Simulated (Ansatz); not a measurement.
## Run report: BHBrF3, molecular dynamics (part 2 of 5)

The same run, continued: BHBrF3; RHF/def2-SVP (Ansatz 0.2.0). It belongs to a series of runs on one base structure; here: dynamics from the highest image of the converged band.

Geometry of the input (Å):
```
B  0.0115  -0.1735  0.0362
F  0.0096  0.0506  1.5183
F  1.1379  0.1833  -0.5029
F  -1.1378  0.1150  -0.4955
Br 0.0801  -2.4006  0.5686
H  0.0434  -1.0580  1.6675
```

### Log, continued
```
md step   110: t =    55.00 fs  T =  3155.6 K  F+E_penalty+E_count = -78793.27071962 eV  E_kin = 1.631577 eV  conserved = -78791.63914310 eV  (38 SCF iters)
md step   111: t =    55.50 fs  T =  3165.0 K  F+E_penalty+E_count = -78793.27544635 eV  E_kin = 1.636435 eV  conserved = -78791.63901114 eV  (38 SCF iters)
md step   112: t =    56.00 fs  T =  3214.5 K  F+E_penalty+E_count = -78793.30103898 eV  E_kin = 1.662000 eV  conserved = -78791.63903906 eV  (37 SCF iters)
md step   113: t =    56.50 fs  T =  3303.4 K  F+E_penalty+E_count = -78793.34722220 eV  E_kin = 1.708012 eV  conserved = -78791.63921017 eV  (38 SCF iters)
md step   114: t =    57.00 fs  T =  3426.9 K  F+E_penalty+E_count = -78793.41136061 eV  E_kin = 1.771846 eV  conserved = -78791.63951437 eV  (38 SCF iters)
md step   115: t =    57.50 fs  T =  3575.5 K  F+E_penalty+E_count = -78793.48863005 eV  E_kin = 1.848684 eV  conserved = -78791.63994584 eV  (38 SCF iters)
md step   116: t =    58.00 fs  T =  3735.9 K  F+E_penalty+E_count = -78793.57213323 eV  E_kin = 1.931635 eV  conserved = -78791.64049848 eV  (38 SCF iters)
md step   117: t =    58.50 fs  T =  3891.2 K  F+E_penalty+E_count = -78793.65305713 eV  E_kin = 2.011907 eV  conserved = -78791.64115028 eV  (38 SCF iters)
md step   118: t =    59.00 fs  T =  4021.5 K  F+E_penalty+E_count = -78793.72110080 eV  E_kin = 2.079262 eV  conserved = -78791.64183862 eV  (37 SCF iters)
md step   119: t =    59.50 fs  T =  4106.3 K  F+E_penalty+E_count = -78793.76553217 eV  E_kin = 2.123101 eV  conserved = -78791.64243079 eV  (37 SCF iters)
md step   120: t =    60.00 fs  T =  4128.5 K  F+E_penalty+E_count = -78793.77728772 eV  E_kin = 2.134579 eV  conserved = -78791.64270857 eV  (36 SCF iters)
md step   121: t =    60.50 fs  T =  4080.7 K  F+E_penalty+E_count = -78793.75227389 eV  E_kin = 2.109865 eV  conserved = -78791.64240893 eV  (36 SCF iters)
md step   122: t =    61.00 fs  T =  3972.2 K  F+E_penalty+E_count = -78793.69515630 eV  E_kin = 2.053784 eV  conserved = -78791.64137247 eV  (36 SCF iters)
md step   123: t =    61.50 fs  T =  3832.7 K  F+E_penalty+E_count = -78793.62143115 eV  E_kin = 1.981663 eV  conserved = -78791.63976828 eV  (35 SCF iters)
md step   124: t =    62.00 fs  T =  3706.6 K  F+E_penalty+E_count = -78793.55465731 eV  E_kin = 1.916456 eV  conserved = -78791.63820167 eV  (35 SCF iters)
md step   125: t =    62.50 fs  T =  3636.4 K  F+E_penalty+E_count = -78793.51762925 eV  E_kin = 1.880186 eV  conserved = -78791.63744302 eV  (36 SCF iters)
md step   126: t =    63.00 fs  T =  3643.1 K  F+E_penalty+E_count = -78793.52148773 eV  E_kin = 1.883619 eV  conserved = -78791.63786825 eV  (36 SCF iters)
md step   127: t =    63.50 fs  T =  3716.0 K  F+E_penalty+E_count = -78793.56046351 eV  E_kin = 1.921313 eV  conserved = -78791.63915073 eV  (37 SCF iters)
md step   128: t =    64.00 fs  T =  3821.4 K  F+E_penalty+E_count = -78793.61636267 eV  E_kin = 1.975795 eV  conserved = -78791.64056760 eV  (37 SCF iters)
md step   129: t =    64.50 fs  T =  3920.8 K  F+E_penalty+E_count = -78793.66873650 eV  E_kin = 2.027192 eV  conserved = -78791.64154487 eV  (36 SCF iters)
md step   130: t =    65.00 fs  T =  3986.7 K  F+E_penalty+E_count = -78793.70322526 eV  E_kin = 2.061309 eV  conserved = -78791.64191658 eV  (58 SCF iters)
md step   131: t =    65.50 fs  T =  4008.3 K  F+E_penalty+E_count = -78793.71425785 eV  E_kin = 2.072441 eV  conserved = -78791.64181686 eV  (37 SCF iters)
md step   132: t =    66.00 fs  T =  3987.8 K  F+E_penalty+E_count = -78793.70333974 eV  E_kin = 2.061873 eV  conserved = -78791.64146646 eV  (36 SCF iters)
md step   133: t =    66.50 fs  T =  3935.6 K  F+E_penalty+E_count = -78793.67589082 eV  E_kin = 2.034852 eV  conserved = -78791.64103855 eV  (38 SCF iters)
md step   134: t =    67.00 fs  T =  3864.3 K  F+E_penalty+E_count = -78793.63862993 eV  E_kin = 1.998001 eV  conserved = -78791.64062847 eV  (38 SCF iters)
md step   135: t =    67.50 fs  T =  3786.5 K  F+E_penalty+E_count = -78793.59806064 eV  E_kin = 1.957787 eV  conserved = -78791.64027362 eV  (38 SCF iters)
md step   136: t =    68.00 fs  T =  3713.1 K  F+E_penalty+E_count = -78793.55982348 eV  E_kin = 1.919840 eV  conserved = -78791.63998310 eV  (38 SCF iters)
md step   137: t =    68.50 fs  T =  3653.0 K  F+E_penalty+E_count = -78793.52849320 eV  E_kin = 1.888733 eV  conserved = -78791.63976049 eV  (37 SCF iters)
md step   138: t =    69.00 fs  T =  3612.6 K  F+E_penalty+E_count = -78793.50749071 eV  E_kin = 1.867877 eV  conserved = -78791.63961343 eV  (37 SCF iters)
md step   139: t =    69.50 fs  T =  3596.2 K  F+E_penalty+E_count = -78793.49893638 eV  E_kin = 1.859377 eV  conserved = -78791.63955955 eV  (37 SCF iters)
md step   140: t =    70.00 fs  T =  3604.7 K  F+E_penalty+E_count = -78793.50337648 eV  E_kin = 1.863751 eV  conserved = -78791.63962529 eV  (37 SCF iters)
md step   141: t =    70.50 fs  T =  3635.2 K  F+E_penalty+E_count = -78793.51940441 eV  E_kin = 1.879567 eV  conserved = -78791.63983728 eV  (37 SCF iters)
md step   142: t =    71.00 fs  T =  3680.7 K  F+E_penalty+E_count = -78793.54328595 eV  E_kin = 1.903076 eV  conserved = -78791.64021036 eV  (37 SCF iters)
md step   143: t =    71.50 fs  T =  3729.1 K  F+E_penalty+E_count = -78793.56879792 eV  E_kin = 1.928074 eV  conserved = -78791.64072414 eV  (36 SCF iters)
md step   144: t =    72.00 fs  T =  3764.4 K  F+E_penalty+E_count = -78793.58763915 eV  E_kin = 1.946350 eV  conserved = -78791.64128959 eV  (37 SCF iters)
md step   145: t =    72.50 fs  T =  3769.9 K  F+E_penalty+E_count = -78793.59089367 eV  E_kin = 1.949175 eV  conserved = -78791.64171896 eV  (36 SCF iters)
md step   146: t =    73.00 fs  T =  3733.2 K  F+E_penalty+E_count = -78793.57192707 eV  E_kin = 1.930189 eV  conserved = -78791.64173850 eV  (37 SCF iters)
md step   147: t =    73.50 fs  T =  3654.1 K  F+E_penalty+E_count = -78793.53042067 eV  E_kin = 1.889317 eV  conserved = -78791.64110321 eV  (36 SCF iters)
md step   148: t =    74.00 fs  T =  3550.9 K  F+E_penalty+E_count = -78793.47577206 eV  E_kin = 1.835946 eV  conserved = -78791.63982589 eV  (37 SCF iters)
md step   149: t =    74.50 fs  T =  3458.5 K  F+E_penalty+E_count = -78793.42657461 eV  E_kin = 1.788197 eV  conserved = -78791.63837720 eV  (37 SCF iters)
md step   150: t =    75.00 fs  T =  3415.7 K  F+E_penalty+E_count = -78793.40361452 eV  E_kin = 1.766069 eV  conserved = -78791.63754596 eV  (34 SCF iters)
md step   151: t =    75.50 fs  T =  3444.1 K  F+E_penalty+E_count = -78793.41864408 eV  E_kin = 1.780759 eV  conserved = -78791.63788493 eV  (34 SCF iters)
md step   152: t =    76.00 fs  T =  3534.5 K  F+E_penalty+E_count = -78793.46668268 eV  E_kin = 1.827460 eV  conserved = -78791.63922276 eV  (34 SCF iters)
md step   153: t =    76.50 fs  T =  3650.8 K  F+E_penalty+E_count = -78793.52840314 eV  E_kin = 1.887589 eV  conserved = -78791.64081406 eV  (36 SCF iters)
md step   154: t =    77.00 fs  T =  3749.5 K  F+E_penalty+E_count = -78793.58060603 eV  E_kin = 1.938660 eV  conserved = -78791.64194572 eV  (36 SCF iters)
md step   155: t =    77.50 fs  T =  3799.0 K  F+E_penalty+E_count = -78793.60655561 eV  E_kin = 1.964215 eV  conserved = -78791.64234083 eV  (36 SCF iters)
md step   156: t =    78.00 fs  T =  3787.3 K  F+E_penalty+E_count = -78793.60032598 eV  E_kin = 1.958206 eV  conserved = -78791.64212022 eV  (36 SCF iters)
md step   157: t =    78.50 fs  T =  3720.8 K  F+E_penalty+E_count = -78793.56534535 eV  E_kin = 1.923785 eV  conserved = -78791.64156015 eV  (36 SCF iters)
md step   158: t =    79.00 fs  T =  3615.8 K  F+E_penalty+E_count = -78793.51044186 eV  E_kin = 1.869537 eV  conserved = -78791.64090462 eV  (37 SCF iters)
md step   159: t =    79.50 fs  T =  3492.7 K  F+E_penalty+E_count = -78793.44614956 eV  E_kin = 1.805847 eV  conserved = -78791.64030221 eV  (37 SCF iters)
md step   160: t =    80.00 fs  T =  3370.2 K  F+E_penalty+E_count = -78793.38233580 eV  E_kin = 1.742518 eV  conserved = -78791.63981828 eV  (37 SCF iters)
md step   161: t =    80.50 fs  T =  3264.0 K  F+E_penalty+E_count = -78793.32706516 eV  E_kin = 1.687595 eV  conserved = -78791.63947017 eV  (40 SCF iters)
md step   162: t =    81.00 fs  T =  3185.4 K  F+E_penalty+E_count = -78793.28622091 eV  E_kin = 1.646964 eV  conserved = -78791.63925704 eV  (37 SCF iters)
md step   163: t =    81.50 fs  T =  3141.4 K  F+E_penalty+E_count = -78793.26343214 eV  E_kin = 1.624251 eV  conserved = -78791.63918147 eV  (40 SCF iters)
md step   164: t =    82.00 fs  T =  3134.6 K  F+E_penalty+E_count = -78793.25999633 eV  E_kin = 1.620739 eV  conserved = -78791.63925751 eV  (38 SCF iters)
md step   165: t =    82.50 fs  T =  3162.5 K  F+E_penalty+E_count = -78793.27466209 eV  E_kin = 1.635150 eV  conserved = -78791.63951168 eV  (38 SCF iters)
md step   166: t =    83.00 fs  T =  3217.0 K  F+E_penalty+E_count = -78793.30329425 eV  E_kin = 1.663330 eV  conserved = -78791.63996429 eV  (38 SCF iters)
md step   167: t =    83.50 fs  T =  3284.2 K  F+E_penalty+E_count = -78793.33868175 eV  E_kin = 1.698085 eV  conserved = -78791.64059716 eV  (37 SCF iters)
md step   168: t =    84.00 fs  T =  3345.4 K  F+E_penalty+E_count = -78793.37100392 eV  E_kin = 1.729703 eV  conserved = -78791.64130119 eV  (37 SCF iters)
md step   169: t =    84.50 fs  T =  3380.5 K  F+E_penalty+E_count = -78793.38970703 eV  E_kin = 1.747878 eV  conserved = -78791.64182910 eV  (37 SCF iters)
md step   170: t =    85.00 fs  T =  3376.1 K  F+E_penalty+E_count = -78793.38738193 eV  E_kin = 1.745565 eV  conserved = -78791.64181739 eV  (37 SCF iters)
md step   171: t =    85.50 fs  T =  3334.6 K  F+E_penalty+E_count = -78793.36511094 eV  E_kin = 1.724140 eV  conserved = -78791.64097116 eV  (36 SCF iters)
md step   172: t =    86.00 fs  T =  3282.1 K  F+E_penalty+E_count = -78793.33639487 eV  E_kin = 1.696982 eV  conserved = -78791.63941309 eV  (36 SCF iters)
md step   173: t =    86.50 fs  T =  3262.5 K  F+E_penalty+E_count = -78793.32472866 eV  E_kin = 1.686824 eV  conserved = -78791.63790455 eV  (37 SCF iters)
md step   174: t =    87.00 fs  T =  3316.4 K  F+E_penalty+E_count = -78793.35217689 eV  E_kin = 1.714695 eV  conserved = -78791.63748195 eV  (38 SCF iters)
md step   175: t =    87.50 fs  T =  3454.3 K  F+E_penalty+E_count = -78793.42457071 eV  E_kin = 1.785989 eV  conserved = -78791.63858210 eV  (37 SCF iters)
md step   176: t =    88.00 fs  T =  3645.4 K  F+E_penalty+E_count = -78793.52541504 eV  E_kin = 1.884819 eV  conserved = -78791.64059582 eV  (38 SCF iters)
md step   177: t =    88.50 fs  T =  3833.5 K  F+E_penalty+E_count = -78793.62450176 eV  E_kin = 1.982077 eV  conserved = -78791.64242443 eV  (37 SCF iters)
md step   178: t =    89.00 fs  T =  3965.6 K  F+E_penalty+E_count = -78793.69371701 eV  E_kin = 2.050374 eV  conserved = -78791.64334319 eV  (36 SCF iters)
md step   179: t =    89.50 fs  T =  4012.8 K  F+E_penalty+E_count = -78793.71804764 eV  E_kin = 2.074761 eV  conserved = -78791.64328627 eV  (36 SCF iters)
md step   180: t =    90.00 fs  T =  3973.8 K  F+E_penalty+E_count = -78793.69720279 eV  E_kin = 2.054617 eV  conserved = -78791.64258621 eV  (36 SCF iters)
md step   181: t =    90.50 fs  T =  3867.1 K  F+E_penalty+E_count = -78793.64110162 eV  E_kin = 1.999471 eV  conserved = -78791.64163063 eV  (38 SCF iters)
md step   182: t =    91.00 fs  T =  3720.1 K  F+E_penalty+E_count = -78793.56413284 eV  E_kin = 1.923442 eV  conserved = -78791.64069113 eV  (36 SCF iters)
md step   183: t =    91.50 fs  T =  3560.6 K  F+E_penalty+E_count = -78793.48089006 eV  E_kin = 1.840985 eV  conserved = -78791.63990523 eV  (38 SCF iters)
md step   184: t =    92.00 fs  T =  3412.8 K  F+E_penalty+E_count = -78793.40385366 eV  E_kin = 1.764535 eV  conserved = -78791.63931908 eV  (38 SCF iters)
md step   185: t =    92.50 fs  T =  3294.8 K  F+E_penalty+E_count = -78793.34248274 eV  E_kin = 1.703549 eV  conserved = -78791.63893417 eV  (38 SCF iters)
md step   186: t =    93.00 fs  T =  3218.9 K  F+E_penalty+E_count = -78793.30304500 eV  E_kin = 1.664305 eV  conserved = -78791.63873974 eV  (38 SCF iters)
md step   187: t =    93.50 fs  T =  3191.2 K  F+E_penalty+E_count = -78793.28869874 eV  E_kin = 1.649970 eV  conserved = -78791.63872843 eV  (38 SCF iters)
md step   188: t =    94.00 fs  T =  3211.9 K  F+E_penalty+E_count = -78793.29957120 eV  E_kin = 1.660670 eV  conserved = -78791.63890124 eV  (37 SCF iters)
md step   189: t =    94.50 fs  T =  3275.4 K  F+E_penalty+E_count = -78793.33275711 eV  E_kin = 1.693494 eV  conserved = -78791.63926267 eV  (37 SCF iters)
md step   190: t =    95.00 fs  T =  3370.2 K  F+E_penalty+E_count = -78793.38231844 eV  E_kin = 1.742515 eV  conserved = -78791.63980344 eV  (38 SCF iters)
md step   191: t =    95.50 fs  T =  3479.5 K  F+E_penalty+E_count = -78793.43953425 eV  E_kin = 1.799061 eV  conserved = -78791.64047360 eV  (37 SCF iters)
md step   192: t =    96.00 fs  T =  3583.2 K  F+E_penalty+E_count = -78793.49380877 eV  E_kin = 1.852661 eV  conserved = -78791.64114738 eV  (37 SCF iters)
md step   193: t =    96.50 fs  T =  3661.5 K  F+E_penalty+E_count = -78793.53472310 eV  E_kin = 1.893120 eV  conserved = -78791.64160336 eV  (38 SCF iters)
md step   194: t =    97.00 fs  T =  3701.6 K  F+E_penalty+E_count = -78793.55544077 eV  E_kin = 1.913875 eV  conserved = -78791.64156533 eV  (38 SCF iters)
md step   195: t =    97.50 fs  T =  3705.5 K  F+E_penalty+E_count = -78793.55672605 eV  E_kin = 1.915868 eV  conserved = -78791.64085835 eV  (37 SCF iters)
md step   196: t =    98.00 fs  T =  3693.3 K  F+E_penalty+E_count = -78793.54922951 eV  E_kin = 1.909585 eV  conserved = -78791.63964429 eV  (36 SCF iters)
md step   197: t =    98.50 fs  T =  3698.4 K  F+E_penalty+E_count = -78793.55076274 eV  E_kin = 1.912238 eV  conserved = -78791.63852465 eV  (37 SCF iters)
md step   198: t =    99.00 fs  T =  3750.6 K  F+E_penalty+E_count = -78793.57744286 eV  E_kin = 1.939204 eV  conserved = -78791.63823927 eV  (36 SCF iters)
md step   199: t =    99.50 fs  T =  3856.7 K  F+E_penalty+E_count = -78793.63317226 eV  E_kin = 1.994087 eV  conserved = -78791.63908519 eV  (36 SCF iters)
these checks for a lower state are left out or cut short: starts, cluster_reference, orbital_swaps, neighbouring_geometries, increment
969 factors; integrals over basis functions are off by at most 6.9e-4 eV
mean field -78793.70550630 eV, -2895.6152690646 hartree, gradient 4.9e-6 eV, S^2 0.000000; 0 other end points of the search recorded, 0 dependent functions left out
the calculation of the forces begins
reference -78793.70550630 eV, -2895.6152690646 hartree; 34, 34 occupied and 59, 59 virtual orbitals, 969 factors
969 factors; integrals over basis functions are off by at most 6.9e-4 eV
mean field evaluation 1920: about -78793.7023 eV, gradient 1.3e0 eV
mean field -78793.70550630 eV, -2895.6152690646 hartree, gradient 5.0e-6 eV, S^2 0.000000; 1 other end points of the search recorded, 0 dependent functions left out
the calculation of the forces begins
reference -78793.70550630 eV, -2895.6152690646 hartree; 34, 34 occupied and 59, 59 virtual orbitals, 969 factors
md step   200: t =   100.00 fs  T =  3993.6 K  F+E_penalty+E_count = -78793.70550630 eV  E_kin = 2.064869 eV  conserved = -78791.64063735 eV  (58 SCF iters)
```

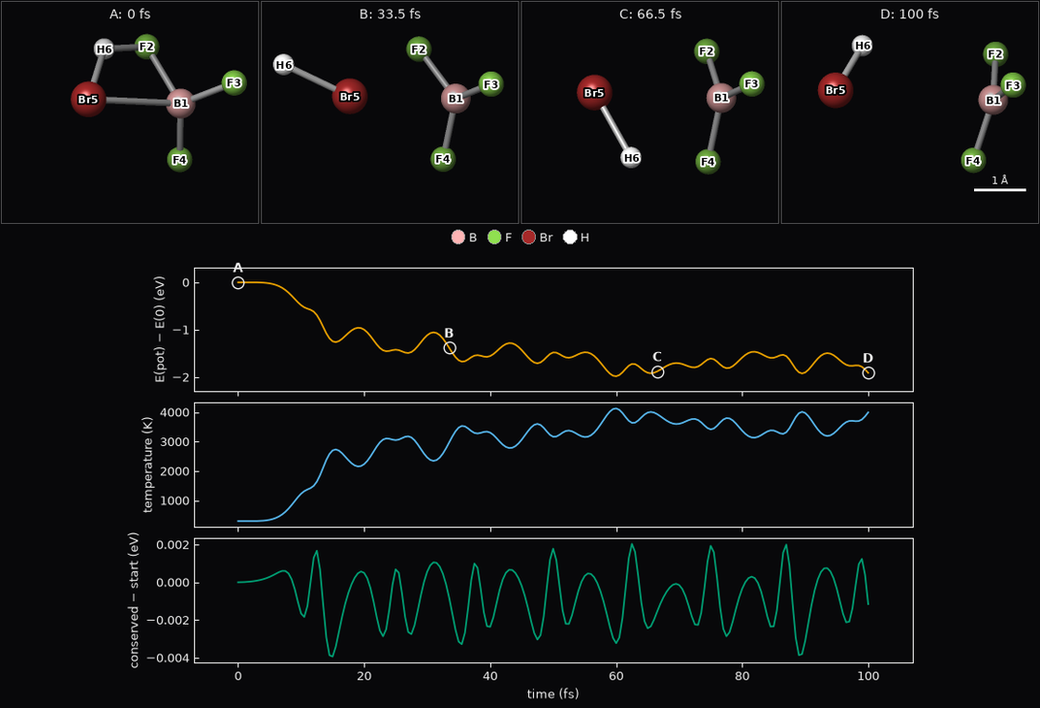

Figure 1. Frames of the molecular dynamics (ball-and-stick, seen at a tilt) above the curves, on which the letters mark them. The trajectory kept here has 201 frames over 100 fs. The temperature starts at 300 K, ranges from 298 to 4128 K and averages 3573 K over the second half. The potential energy ends 1.911 eV below its first value. The conserved quantity stays within 0.006 eV. After an unweighted best fit of the last frame on the first, the root-mean-square displacement is 1.00 Å.

```
Total energy: -78793.70550630 eV, -2895.6152690646 hartree
Atom 0 at    -0.101933     0.961949     0.120220 Å, force     0.469416     1.377983     1.283690 eV/Å
Atom 1 at    -0.079559     1.739341     1.200484 Å, force    -0.007267    -1.010238    -1.147664 eV/Å
Atom 2 at     0.981442     0.468127    -0.361564 Å, force     0.879679    -0.221314     0.136986 eV/Å
Atom 3 at    -1.189650     0.728346    -0.498708 Å, force    -1.364846    -0.110660    -0.298424 eV/Å
Atom 4 at     0.160729    -3.155943     0.603558 Å, force    -0.608920    -1.917124    -1.441784 eV/Å
Atom 5 at     0.475593    -2.116320     1.381754 Å, force     0.631938     1.881354     1.467197 eV/Å
Dipole moment:     0.041093     0.111135     0.105559 e Å
```

### Trajectory as extended XYZ (Å, eV, eV/Å), 115 of the 201 frames kept, from step=0 to step=200
```
6
Properties=species:S:1:pos:R:3:forces:R:3 step=0 time_fs=0.0 energy=-78791.79459 temperature=300.0
B     0.0115   -0.1735    0.0362    0.0002   0.0003   0.0002
F     0.0096    0.0506    1.5183   -0.0001  -0.0001  -0.0001
F     1.1379    0.1833   -0.5029   -0.0001  -0.0001  -0.0001
F    -1.1378    0.1150   -0.4955    0.0000  -0.0001   0.0000
Br    0.0801   -2.4006    0.5686    0.0000  -0.0001  -0.0001
H     0.0434   -1.0580    1.6675    0.0000   0.0000   0.0002
6
Properties=species:S:1:pos:R:3:forces:R:3 step=2 time_fs=1.0 energy=-78791.79422 temperature=299.3
B     0.0125   -0.1651    0.0334   -0.2133   0.0036   0.1993
F     0.0068    0.0514    1.5170    0.0326   0.0839  -0.1227
F     1.1421    0.1775   -0.5016    0.0187   0.0661  -0.0766
F    -1.1432    0.1163   -0.4930    0.1709   0.0011  -0.0132
Br    0.0809   -2.4007    0.5685    0.0024  -0.0349   0.0423
H     0.0473   -1.0671    1.6600   -0.0113  -0.1198  -0.0291
6
Properties=species:S:1:pos:R:3:forces:R:3 step=4 time_fs=2.0 energy=-78791.79368 temperature=298.3
B     0.0133   -0.1567    0.0307   -0.4075   0.0226   0.4029
F     0.0039    0.0521    1.5156    0.0634   0.1764  -0.2540
F     1.1463    0.1717   -0.5003    0.0258   0.1237  -0.1465
F    -1.1485    0.1177   -0.4904    0.3343   0.0016  -0.0304
Br    0.0817   -2.4009    0.5683    0.0045  -0.0727   0.0879
H     0.0511   -1.0773    1.6521   -0.0204  -0.2516  -0.0598
6
Properties=species:S:1:pos:R:3:forces:R:3 step=5 time_fs=2.5 energy=-78791.79383 temperature=298.6
B     0.0136   -0.1525    0.0295   -0.4916   0.0419   0.5080
F     0.0025    0.0525    1.5149    0.0776   0.2271  -0.3253
F     1.1484    0.1688   -0.4997    0.0218   0.1478  -0.1778
F    -1.1511    0.1184   -0.4892    0.4107   0.0014  -0.0415
Br    0.0821   -2.4010    0.5683    0.0054  -0.0931   0.1130
H     0.0530   -1.0832    1.6480   -0.0239  -0.3251  -0.0764
6
Properties=species:S:1:pos:R:3:forces:R:3 step=7 time_fs=3.5 energy=-78791.79666 temperature=304.2
B     0.0138   -0.1440    0.0274   -0.6236   0.1082   0.7294
F    -0.0002    0.0534    1.5133    0.1027   0.3420  -0.4846
F     1.1526    0.1632   -0.4986   -0.0069   0.1837  -0.2311
F    -1.1562    0.1197   -0.4867    0.5490  -0.0007  -0.0702
Br    0.0828   -2.4011    0.5682    0.0066  -0.1390   0.1693
H     0.0565   -1.0976    1.6391   -0.0278  -0.4941  -0.1128
6
Properties=species:S:1:pos:R:3:forces:R:3 step=9 time_fs=4.5 energy=-78791.80641 temperature=323.3
B     0.0135   -0.1354    0.0260   -0.6973   0.2218   0.9735
F    -0.0029    0.0545    1.5115    0.1220   0.4831  -0.6749
F     1.1568    0.1576   -0.4975   -0.0688   0.2007  -0.2705
F    -1.1610    0.1211   -0.4842    0.6634  -0.0066  -0.1099
Br    0.0836   -2.4013    0.5681    0.0071  -0.1962   0.2345
H     0.0597   -1.1168    1.6292   -0.0265  -0.7028  -0.1527
```
